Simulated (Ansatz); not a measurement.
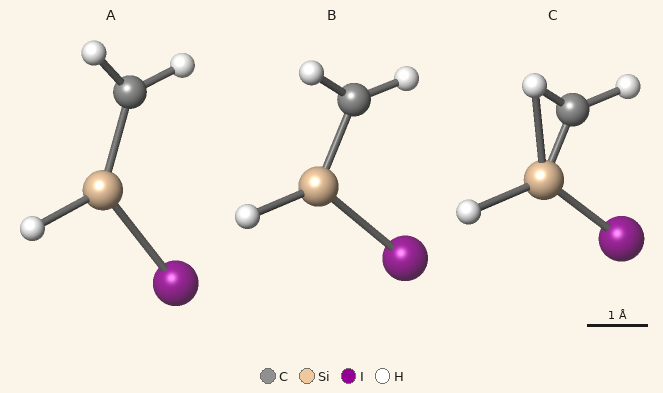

3 geometries from one relaxation of CH₃ISi, in shuffled order. A ball-and-stick model, seen at a tilt.

It is one of the separated reactants of a reaction.

Level of theory: RKS PBE-D4/def2-SVP in Ansatz 0.2.0. Settings: force threshold 0.03 eV/Å; at most 250 steps.

**Put them in the order of the run, from the start to the converged end.**

C, B, A. They are steps 0, 2, 8, at +1019.9 kJ/mol, +110.3 kJ/mol relative to the last. Over 8 geometry steps the energy falls by 1019.9 kJ/mol. The largest force component goes from 42 to 0.0083 eV/Å. The atom that moves furthest after the best rigid fit is the I atom (0.78 Å). Largest moves by element: I 0.78 Å, H 0.57 Å, C 0.31 Å, Si 0.19 Å. Among the contacts that change: C–I 2.659 → 3.670 Å, H–Si 1.707 → 2.456 Å, C–Si 1.270 → 1.717 Å, I–Si 2.073 → 2.434 Å. Among the angles between lasting bonds that change: Si–C–H 98.8° → 119.6°, C–Si–I 102.7° → 123.4°, I–Si–H 129.5° → 112.0°.
